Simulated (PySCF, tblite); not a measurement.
**C5H7O radical: geometry, infrared bands and EPR parameters**

Wanted: the infrared bands and EPR parameters of C5H7O radical (`[CH2]OCC1C=C1`), by calculation.

The runs use tblite 0.8.0 and PySCF 2.14.0, with density-fitted response routines of our own; the level of theory stands in each step. All values are computed, except where a source is named. Atoms are numbered from 0 throughout.

## Step 1: Starting geometry

13 atoms, charge 0, multiplicity 2; geometry from: force field or distance geometry start.

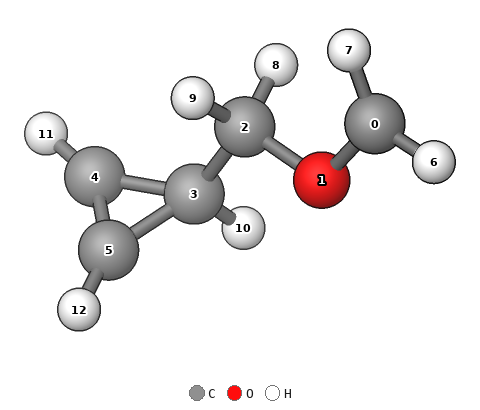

As it starts; carbon grey, oxygen red, hydrogen white, atoms numbered.

## Step 2: Geometry optimisation with GFN2-xTB

The job: settings as JSON, then the geometry in Å.

```
{"job": {"kind": "relax", "xc": "GFN2-xTB", "basis": "xTB"}, "charge": 0, "multiplicity": 2}
C      2.540400    -0.446700     0.100500
O      1.239800    -0.763600    -0.184600
C      0.371800     0.355800    -0.105600
C     -1.010400    -0.086900    -0.489300
C     -2.173300     0.630800    -0.056200
C     -1.958900    -0.515900     0.508600
H      3.213200    -1.273900     0.034000
H      2.772200     0.538500     0.488100
H      0.698200     1.119600    -0.823900
H      0.385300     0.787500     0.906400
H     -1.055600    -0.581600    -1.447800
H     -2.779300     1.496500    -0.167100
H     -2.247700    -1.259700     1.219200
```

Run with:

```console
OMP_NUM_THREADS=1 python probes_run.py task.json out
```

One launch serves the whole session: the jobs run in the order shown.

**Question.** This job is followed by: GFN2-xTB harmonic vibrations, gas phase; UKS B3LYP, pcH-1 on C H O, non-relativistic, mean-field spin-orbit, GIAO. What will the session give for the following? strongest single infrared mode (GFN2-xTB); zero-point energy (GFN2-xTB); g(iso) (B3LYP); ⟨S²⟩; largest a(iso) (averaged by class); surface potential, least and greatest.

As calculated:

| quantity | value |
| --- | --- |
| strongest single infrared mode (GFN2-xTB) | 2834 cm⁻¹, 62 km/mol |
| zero-point energy (GFN2-xTB) | 62.9 kcal/mol |
| g(iso) (B3LYP) | 2.00332 |
| ⟨S²⟩ | 0.753 (exact 0.75) |
| largest a(iso) (averaged by class) | 13C on C0, 136.2 MHz |
| surface potential, least and greatest | -1.36 V and 1.23 V |

In words: The optimisation took 67 steps and gained 0.187 eV; among the close pairs (by a distance rule), C3–C4 changed most, from 1.434 to 1.499 Å. All 33 modes are real, so the xTB geometry is a minimum. The strongest single mode, at 2834 cm⁻¹, moves mainly H8. Unscaled tight-binding wavenumbers are off by several per cent, some by more. Its intensities can rank the bands wrongly. C0 carries the largest spin population, 0.92 e. The isotropic g lies 1.0 ppt above the free-electron value.
